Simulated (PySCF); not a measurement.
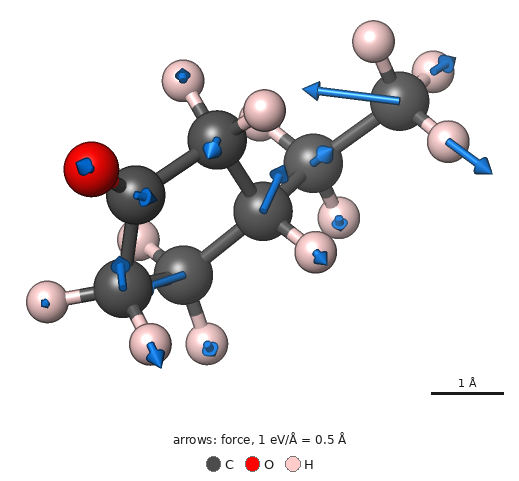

Starting geometry of C7H12O with the computed forces as blue arrows. Style: ball-and-stick. Shown from a free direction.

The start comes from GFN2-xTB. Its atoms were then displaced at random by about 0.01 Å.

All numbers below come from PySCF, PBE0-D3(BJ)/def2-SVP geometry optimisation, gas phase. 

Q: What follows when this structure is relaxed?

A: It isn't relaxed: the largest force vector, on a C atom, is 2.81 eV/Å. The final displacements follow the starting forces only in part (cosine between the two patterns 0.41). The atom that moves furthest after the best rigid fit is an H atom (0.067 Å). By element the largest moves are H 0.067 Å, C 0.043 Å, O 0.038 Å. Some distances before and after: C–H 1.053 → 1.102 Å, C–C 1.499 → 1.537 Å, C–C 1.558 → 1.524 Å, C–H 1.078 → 1.105 Å. Bond angles that change, for instance: C–C–H 110.0° → 113.8°, H–C–H 111.2° → 107.6°, H–C–H 110.0° → 107.0°. Over 7 geometry steps the energy falls by 4.58 kcal/mol. The run took 2.8 min on 1 thread of Arm Neoverse N1, with other jobs on the host.
